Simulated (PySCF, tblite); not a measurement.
# C6H6F6Si3: electronic excitations, NMR shifts

Aim: compute the electronic excitations, NMR shifts of C6H6F6Si3 (`C[Si](F)(F)C#C[Si](F)(F)C#C[Si](C)(F)F`).

Programs: tblite 0.8.0 and PySCF 2.14.0, with routines of our own; each step states its level. All values are computed. Atoms count from 0.

### Step 1. The system as given

21 atoms, charge 0, multiplicity 1; geometry from: force field, distance geometry or constructed start.

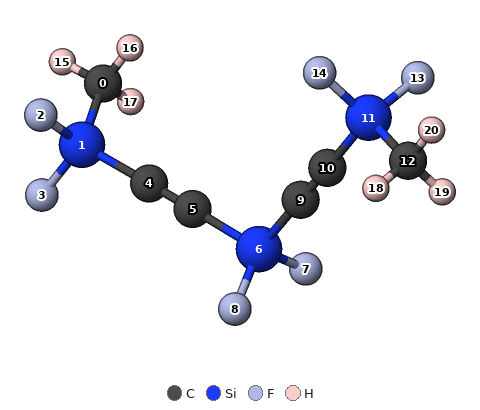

The starting geometry (carbon dark grey, silicon blue, fluorine light blue, hydrogen pink).

### Step 2. Geometry optimisation with GFN2-xTB

What the job is given:

```
{"job": {"kind": "relax", "xc": "GFN2-xTB", "basis": "xTB"}, "charge": 0, "multiplicity": 1}
C      4.857500    -1.477500    -0.442500
Si     4.341800     0.114900     0.337900
F      4.273200    -0.102600     1.933300
F      5.453200     1.228900     0.015300
C      2.683800     0.733600    -0.248800
C      1.615000     1.143200    -0.633700
Si    -0.039500     1.794200    -1.212500
F     -0.062800     1.780800    -2.811100
F     -0.214700     3.299700    -0.698500
C     -1.483700     0.774200    -0.578000
C     -2.401900     0.110900    -0.176500
Si    -3.824200    -0.930100     0.455300
C     -5.402200     0.011400     0.621900
F     -4.045800    -2.147800    -0.564100
F     -3.424100    -1.512700     1.892100
H      5.824200    -1.806900    -0.060700
H      4.130200    -2.269000    -0.232800
H      4.931500    -1.377500    -1.528700
H     -5.295000     0.848600     1.317900
H     -5.715700     0.421300    -0.343600
H     -6.206300    -0.627400     0.988700
```

Started as:

```
OMP_NUM_THREADS=1 python large_run.py task.json out
```

The driver reads the jobs from task.json and runs them one after another.

Standard output:

```text
step      E/eV     max force
  0   -1352.65846    1.453
  1   -1352.66624    3.009
  2   -1352.72774    0.388
  3   -1352.74587    0.452
  4   -1352.77375    1.513
  5   -1352.78091    1.299
  6   -1352.79545    0.326
  7   -1352.80356    0.234
  8   -1352.81447    0.424
  9   -1352.81950    0.305
 10   -1352.82186    0.104
 11   -1352.82313    0.131
 12   -1352.82398    0.119
 13   -1352.82445    0.059
 14   -1352.82475    0.042
 15   -1352.82498    0.062
 16   -1352.82515    0.049
 17   -1352.82528    0.029
 18   -1352.82540    0.026
 19   -1352.82551    0.039
 20   -1352.82557    0.024
 21   -1352.82559    0.009
```

Wall time 0.57 s (1 thread of Arm Neoverse N1, shared host); peak memory 0.18 GiB.

Along the way:

| step | energy from step 0 (eV) | largest force (eV/Å) |
| --- | --- | --- |
| 0 | 0.0000 | 1.4531 |
| 1 | -0.0078 | 3.0088 |
| 2 | -0.0693 | 0.3879 |
| 3 | -0.0874 | 0.4521 |
| 4 | -0.1153 | 1.5137 |
| 5 | -0.1224 | 1.2987 |
| 6 | -0.1370 | 0.3264 |
| 7 | -0.1451 | 0.2344 |
| 8 | -0.1560 | 0.4236 |
| 9 | -0.1610 | 0.3050 |
| 10 | -0.1634 | 0.1041 |
| 11 | -0.1647 | 0.1307 |
| 12 | -0.1655 | 0.1194 |
| 13 | -0.1660 | 0.0586 |
| 14 | -0.1663 | 0.0416 |
| 15 | -0.1665 | 0.0620 |
| 16 | -0.1667 | 0.0485 |
| 17 | -0.1668 | 0.0286 |
| 18 | -0.1669 | 0.0257 |
| 19 | -0.1670 | 0.0386 |
| 20 | -0.1671 | 0.0238 |
| 21 | -0.1671 | 0.0095 |

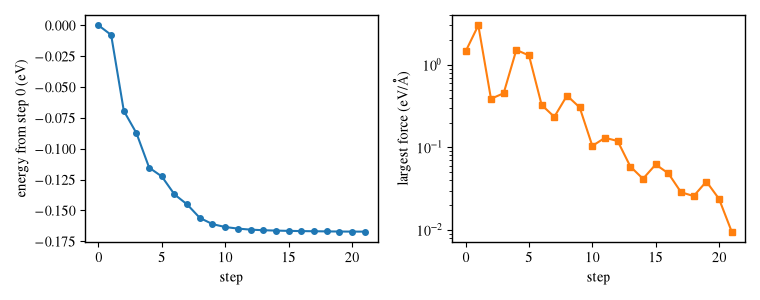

Energy and force, step by step.

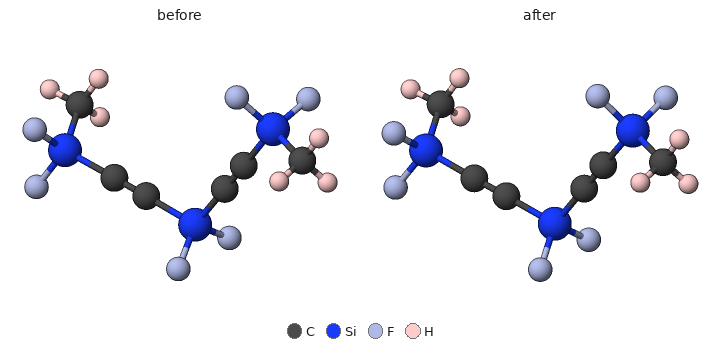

Before and after, at one scale.

Close pairs (by a distance rule), those that changed most:

| bond | before (Å) | after (Å) | change (Å) |
| --- | --- | --- | --- |
| Si6–C9 | 1.878 | 1.842 | -0.037 |
| Si11–C12 | 1.845 | 1.880 | +0.035 |
| C0–Si1 | 1.847 | 1.880 | +0.033 |
| C5–Si6 | 1.870 | 1.841 | -0.029 |
| C10–Si11 | 1.872 | 1.847 | -0.025 |
| Si1–C4 | 1.864 | 1.847 | -0.017 |
| Si1–F2 | 1.612 | 1.602 | -0.010 |
| C0–H16 | 1.095 | 1.086 | -0.009 |

The end geometry stands in the next job.

### Step 3. Vibrational analysis with GFN2-xTB

What the job is given:

```
{"job": {"kind": "ir", "xc": "GFN2-xTB", "basis": "xTB"}, "charge": 0, "multiplicity": 1}
C      4.853398    -1.512002    -0.466382
Si     4.320901     0.108322     0.324797
F      4.294364    -0.001322     1.922501
F      5.415752     1.255502     0.101941
C      2.678077     0.740699    -0.234748
C      1.603031     1.139310    -0.616512
Si    -0.034482     1.759901    -1.183734
F     -0.070929     1.832940    -2.779470
F     -0.228252     3.288097    -0.762717
C     -1.453301     0.756988    -0.572288
C     -2.377154     0.090377    -0.169257
Si    -3.811560    -0.897911     0.445273
C     -5.429175     0.045391     0.616810
F     -3.978642    -2.179402    -0.501859
F     -3.382899    -1.581053     1.829709
H      5.821286    -1.826278    -0.081869
H      4.142280    -2.306861    -0.259826
H      4.941232    -1.420220    -1.545258
H     -5.334887     0.873491     1.313742
H     -5.757180     0.452227    -0.335669
H     -6.217210    -0.608029     0.985629
```

Standard output:

```text
mode    cm-1     km/mol
  1      -5.9      2.36
  2       3.0      2.15
  3      16.9      0.32
  4      44.9      2.74
  5      55.2      0.82
  6      59.5      2.85
  7      81.2      0.61
  8      85.4      0.18
  9      88.6      0.34
 10     105.2      0.87
 11     111.5      0.38
 12     132.7      2.26
 13     165.1      0.46
 14     168.1      0.28
 15     169.8      0.77
 16     183.3     12.16
 17     201.1      3.96
 18     217.9      7.14
 19     229.4      5.80
 20     244.4      8.71
 21     266.7    206.87
 22     275.4    120.33
 23     291.6    165.95
 24     315.2      1.01
 25     319.7     16.44
 26     331.0     13.52
 27     340.0      5.99
 28     406.7      1.64
 29     507.6     17.72
 30     707.7     28.47
 31     736.0     15.84
 32     800.0     32.91
 33     810.2      5.62
 34     811.1      6.40
 35     829.0     64.04
 36     843.2     17.04
 37     871.2    130.42
 38     874.1     43.62
 39     879.2    219.29
 40     885.5    276.83
 41     888.0    514.89
 42     917.3    871.57
 43     920.1    621.31
 44    1383.5     52.10
 45    1383.5     11.96
 46    1461.9      2.95
 47    1462.4      3.50
 48    1467.2      1.23
 49    1467.8      0.94
 50    2278.0      0.63
 51    2278.3      0.49
 52    3026.4     11.94
 53    3029.2     12.16
 54    3044.5     17.52
 55    3045.4     15.13
 56    3048.7      6.83
 57    3049.5      6.73
```

Run time: 3 s. Hardware: 1 thread of Arm Neoverse N1, shared host; peak memory 0.18 GiB.

The strongest bands and the atoms that carry them (share of the mass-weighted mode):

| cm⁻¹ | km/mol | atoms |
| --- | --- | --- |
| 267 | 206.9 | C5 13 %, C4 11 %, Si11 10 % |
| 292 | 165.9 | C10 19 %, C5 13 % |
| 871 | 130.4 | Si11 23 %, Si1 13 % |
| 879 | 219.3 | Si6 27 %, F8 22 %, Si1 12 % |
| 886 | 276.8 | Si11 22 %, Si1 15 % |
| 888 | 514.9 | Si1 25 %, Si11 12 %, F2 11 % |
| 917 | 871.6 | C10 23 %, C9 23 %, Si6 18 %, Si11 17 % |
| 920 | 621.3 | C4 21 %, C5 21 %, Si6 20 %, Si1 17 % |

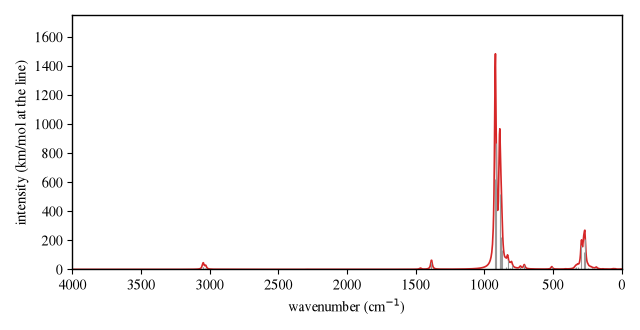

The infrared spectrum from these modes, unscaled. Lines are broadened to a width of 14 cm⁻¹ (Lorentzian).

### Step 4. Electronic excitations: TDDFT CAM-B3LYP/6-31G*

The job, as its differences from that of step 3:

```diff
@@ -1,2 +1,2 @@
-{"job": {"kind": "ir", "xc": "GFN2-xTB", "basis": "xTB"}, "charge": 0, "multiplicity": 1}
+{"job": {"kind": "uv", "basis": "6-31G*", "grid": 1, "kgrid": 0, "vcut": 1.5, "nstates": 6, "ntriplets": 2, "tda": false, "delta": [], "pop": true, "xc": "CAM-B3LYP"}, "charge": 0, "multiplicity": 1}
 C      4.853398    -1.512002    -0.466382
```

With the program's defaults for keys left out, this is: TDDFT CAM-B3LYP/6-31G*, vertical, gas phase, core orbitals frozen in the response, virtual orbitals cut by energy.

Standard output:

```text
start: PBE on a coarse grid of 21082 points
cycle   1  E = -1698.3625668187  dE =  1.741e+00  |g| = 1.526e+00  |ddm| = 4.898e+00
cycle   2  E = -1697.3326727252  dE =  1.030e+00  |g| = 2.895e+00  |ddm| = 3.277e+00
cycle   3  E = -1698.7728399863  dE = -1.440e+00  |g| = 3.685e-01  |ddm| = 2.266e+00
cycle   4  E = -1698.8016505310  dE = -2.881e-02  |g| = 1.661e-01  |ddm| = 4.388e-01
cycle   5  E = -1698.8034504991  dE = -1.800e-03  |g| = 1.435e-01  |ddm| = 2.011e-01
cycle   6  E = -1698.8088602735  dE = -5.410e-03  |g| = 1.161e-02  |ddm| = 1.083e-01
cycle   7  E = -1698.8088976925  dE = -3.742e-05  |g| = 3.503e-03  |ddm| = 1.541e-02
final grid: 92932 points
cycle   8  E = -1699.7987774647  dE = -1.105e-02  |g| = 1.143e-01  |ddm| = 3.361e-01
cycle   9  E = -1699.7983133983  dE =  4.641e-04  |g| = 1.313e-01  |ddm| = 1.507e-01
cycle  10  E = -1699.8009888585  dE = -2.675e-03  |g| = 7.684e-03  |ddm| = 8.362e-02
cycle  11  E = -1699.8010032823  dE = -1.442e-05  |g| = 2.843e-03  |ddm| = 1.014e-02
cycle  12  E = -1699.8010056762  dE = -2.394e-06  |g| = 1.330e-03  |ddm| = 4.133e-03
cycle  13  E = -1699.8010051578  dE =  5.184e-07  |g| = 3.712e-04  |ddm| = 1.134e-03
cycle  14  E = -1699.8010041611  dE =  9.967e-07  |g| = 6.737e-05  |ddm| = 3.319e-04
converged SCF energy = -1699.8010041611

Static polarisability (au): isotropic 109.118, principal 75.778 97.275 154.302

Singlet excitations
state   eV       nm        f      main configurations
  1   5.4350    228.1   0.00005   H->L 0.59, H-1->L+1 0.16, H-3->L+2 0.10
  2   5.6030    221.3   0.00007   H-3->L 0.26, H-2->L+1 0.20, H->L+2 0.15
  3   5.6992    217.5   0.00043   H->L+1 0.40, H-1->L 0.37, H-2->L+2 0.09
  4   5.7275    216.5   0.00015   H-1->L+1 0.51, H->L 0.17, H-2->L+3 0.13
  5   5.9058    209.9   0.00083   H-2->L 0.26, H-3->L+1 0.24, H->L+3 0.14
  6   5.9136    209.7   0.00043   H-2->L+1 0.34, H-3->L 0.17, H-1->L+3 0.16

Triplet excitations (Tamm-Dancoff, eV): 4.5063 4.6115
```

Run time: 49 s. Hardware: 1 thread of Arm Neoverse N1, shared host; peak memory 0.63 GiB.

The orbitals next to the gap, with their largest atomic shares:

| orbital | eV | atoms |
| --- | --- | --- |
| HOMO−4 | -11.46 | C0 34 %, Si1 15 %, C4 9 % |
| HOMO−3 | -10.65 | C5 25 %, C9 23 %, C4 22 % |
| HOMO−2 | -10.52 | C9 27 %, C10 26 %, C5 18 % |
| HOMO−1 | -10.29 | C5 27 %, C4 27 %, C10 19 % |
| HOMO | -10.17 | C10 25 %, C4 24 %, C9 23 % |
| LUMO | -0.62 | Si6 25 %, C10 16 %, C4 15 % |
| LUMO+1 | -0.49 | Si6 19 %, C4 17 %, C10 16 % |
| LUMO+2 | 0.63 | C5 18 %, C9 17 %, Si11 16 % |
| LUMO+3 | 0.82 | C9 19 %, C5 17 %, C10 14 % |

Further results of this job:

| property | computed |
| --- | --- |
| dipole moment (D) | 2.00 |
| polarisability (Å³) | 16.17 |
| HOMO–LUMO gap (eV) | 9.55 |
| −ε(HOMO) (eV) | 10.17 |

### Step 5. NMR shifts: GIAO KT3/pcSseg-1

The job, as its differences from that of step 4:

```diff
@@ -1,2 +1,2 @@
-{"job": {"kind": "uv", "basis": "6-31G*", "grid": 1, "kgrid": 0, "vcut": 1.5, "nstates": 6, "ntriplets": 2, "tda": false, "delta": [], "pop": true, "xc": "CAM-B3LYP"}, "charge": 0, "multiplicity": 1}
+{"job": {"kind": "nmr", "xc": "KT3", "basis": "pcSseg-1", "pop": false}, "charge": 0, "multiplicity": 1}
 C      4.853398    -1.512002    -0.466382
```

Level: GIAO KT3/pcSseg-1 NMR shielding, non-relativistic, gas phase.

Standard output:

```text
start: PBE on a coarse grid of 21082 points
cycle   1  E = -1698.1569364316  dE =  1.649e+00  |g| = 1.511e+00  |ddm| = 4.924e+00
cycle   2  E = -1697.2258966392  dE =  9.310e-01  |g| = 2.857e+00  |ddm| = 3.036e+00
cycle   3  E = -1698.5375843645  dE = -1.312e+00  |g| = 3.521e-01  |ddm| = 2.116e+00
cycle   4  E = -1698.5623418072  dE = -2.476e-02  |g| = 1.474e-01  |ddm| = 3.936e-01
cycle   5  E = -1698.5633984653  dE = -1.057e-03  |g| = 1.320e-01  |ddm| = 1.625e-01
cycle   6  E = -1698.5678249382  dE = -4.426e-03  |g| = 1.081e-02  |ddm| = 8.937e-02
cycle   7  E = -1698.5678549989  dE = -3.006e-05  |g| = 3.784e-03  |ddm| = 1.545e-02
final grid: 193962 points
cycle   8  E = -1717.7084205824  dE = -2.763e-02  |g| = 4.557e-01  |ddm| = 9.516e-01
cycle   9  E = -1717.6451949728  dE =  6.323e-02  |g| = 7.645e-01  |ddm| = 8.396e-01
cycle  10  E = -1717.7332614319  dE = -8.807e-02  |g| = 8.723e-02  |ddm| = 6.000e-01
cycle  11  E = -1717.7343523534  dE = -1.091e-03  |g| = 1.523e-02  |ddm| = 8.941e-02
cycle  12  E = -1717.7343896072  dE = -3.725e-05  |g| = 9.740e-03  |ddm| = 1.721e-02
cycle  13  E = -1717.7344141448  dE = -2.454e-05  |g| = 2.888e-03  |ddm| = 8.377e-03
cycle  14  E = -1717.7344156659  dE = -1.521e-06  |g| = 1.445e-03  |ddm| = 3.132e-03
cycle  15  E = -1717.7344157491  dE = -8.321e-08  |g| = 5.631e-04  |ddm| = 1.250e-03
cycle  16  E = -1717.7344162277  dE = -4.787e-07  |g| = 1.323e-04  |ddm| = 4.458e-04
cycle  17  E = -1717.7344175213  dE = -1.294e-06  |g| = 4.010e-05  |ddm| = 1.258e-04
converged SCF energy = -1717.7344175213

GIAO shielding tensors (ppm)
atom      isotropic    diamagn.    paramagn.     s11        s22        s33       span
  0 C      184.693     255.730     -71.037    178.300    179.075    196.703     18.403
  1 Si     396.836     882.273    -485.437    351.593    392.782    446.133     94.540
  2 F      305.780     474.227    -168.447    231.264    328.604    357.473    126.209
  3 F      305.951     462.985    -157.035    231.164    327.901    358.788    127.624
  4 C       86.370     267.236    -180.866     -4.894     -3.553    267.557    272.451
  5 C       91.029     266.712    -175.683      2.643      4.578    265.866    263.223
  6 Si     443.854     884.438    -440.584    435.942    438.804    456.815     20.873
  7 F      298.972     469.535    -170.563    227.581    308.105    361.230    133.650
  8 F      298.895     468.957    -170.062    227.306    307.364    362.016    134.710
  9 C       90.704     267.985    -177.280      2.561      3.578    265.973    263.412
 10 C       86.663     267.298    -180.635     -3.894     -3.450    267.335    271.229
 11 Si     396.563     885.596    -489.033    351.170    391.111    447.407     96.238
 12 C      184.769     252.747     -67.978    178.366    179.016    196.926     18.560
 13 F      305.340     471.010    -165.670    231.046    327.523    357.452    126.406
 14 F      305.016     475.592    -170.576    230.742    327.476    356.829    126.087
 15 H       31.166      22.140       9.026     26.782     28.146     38.569     11.787
 16 H       31.322      37.446      -6.124     27.303     29.237     37.427     10.124
 17 H       31.328      30.619       0.708     27.494     28.952     37.539     10.045
 18 H       31.323      31.081       0.241     27.305     29.130     37.532     10.227
 19 H       31.325      28.372       2.953     27.337     29.043     37.596     10.258
 20 H       31.158      21.964       9.194     26.755     28.195     38.524     11.769
```

Run time: 24 s. Hardware: 1 thread of Arm Neoverse N1, shared host; peak memory 0.51 GiB.

The references, computed at this level on geometries of the same kind, shield at (ppm): ¹H TMS 31.76, ¹³C TMS 184.7, ²⁹Si TMS 361.7, ¹⁹F CFCl3 142.4. Their shielding less the atom's gives the shift. The references are single molecules in the gas phase, so shifts against H2O, NH3, PH3, H3PO4 or CFCl3 are not on the usual liquid scales and can be off by tens of ppm. Atoms listed in one row are averaged.

| atoms | environment | σ (ppm) | δ (ppm) |
| --- | --- | --- | --- |
| C4, C10 | alkyne carbon | 86.5 | 98.2 |
| C5, C9 | alkyne carbon | 90.9 | 93.9 |
| C0, C12 | methyl carbon bonded to Si | 184.7 | 0.0 |
| H15, H16, H17, H18, H19, H20 | hydrogen on a methyl carbon bonded to Si | 31.27 | 0.49 |
| Si1, Si11 | silicon bonded to 2 C, 2 F | 396.7 | -35.0 |
| Si6 | silicon bonded to 2 C, 2 F | 443.9 | -82.2 |
| F7, F8 | fluorine bonded to Si | 298.9 | -156.6 |
| F2, F3, F13, F14 | fluorine bonded to Si | 305.5 | -163.2 |

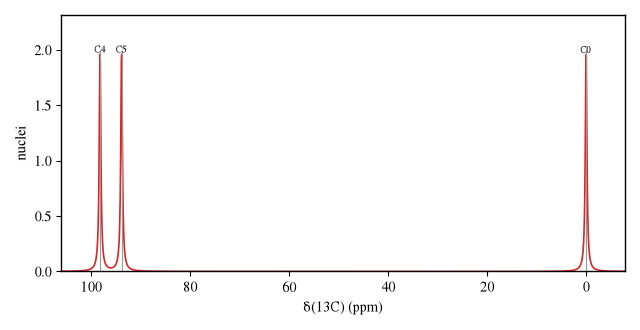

¹³C lines at the computed shifts, without couplings. Lines are broadened to a width of 0.39 ppm (Lorentzian).

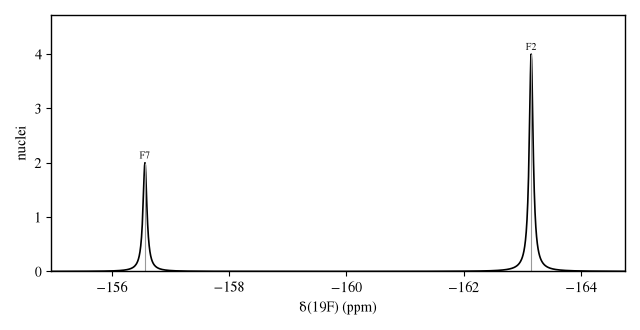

¹⁹F lines at the computed shifts, without couplings. Lines are broadened to a width of 0.08 ppm (Lorentzian).

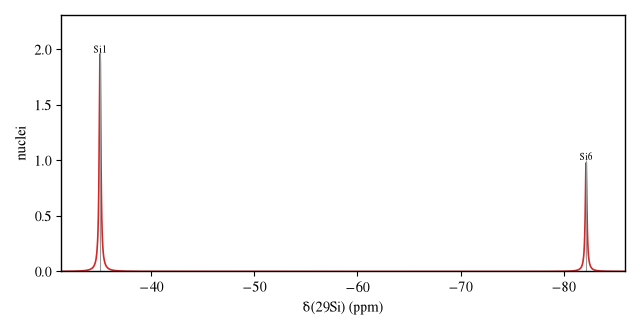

²⁹Si lines at the computed shifts, without couplings. Lines are broadened to a width of 0.19 ppm (Lorentzian).

### Step 6. Summary of results

```
                                                                quantity                        value
                               strongest single infrared mode (GFN2-xTB)         917 cm⁻¹, 872 km/mol
                                            zero-point energy (GFN2-xTB)                69.5 kcal/mol
                                       lowest singlet (CAM-B3LYP/6-31G*)  5.43 eV (228 nm), f = 0.000
                                brightest single state of those computed  state 5, 5.91 eV, f = 0.001
                                                          lowest triplet                      4.51 eV
  ¹³C shifts against TMS (KT3/pcSseg-1, means over atoms taken as alike)          98.2, 93.9, 0.0 ppm
   ¹H shifts against TMS (KT3/pcSseg-1, means over atoms taken as alike)                     0.49 ppm
 ²⁹Si shifts against TMS (KT3/pcSseg-1, means over atoms taken as alike)             -35.0, -82.2 ppm
¹⁹F shifts against CFCl3 (KT3/pcSseg-1, means over atoms taken as alike)           -156.6, -163.2 ppm
```

The lowest mode is slightly imaginary (6i cm⁻¹), a soft motion within the noise of the Hessian, so the minimum is not strictly shown. GFN2-xTB is a fitted tight-binding method: band positions and strengths are rough. Its intensities can rank the bands wrongly. The first singlet state (HOMO→LUMO 0.59, HOMO−1→LUMO+1 0.16) lies at 5.43 eV and is dark. The lowest triplet lies 0.93 eV below the lowest singlet (triplets in Tamm-Dancoff, singlets in full TDDFT).
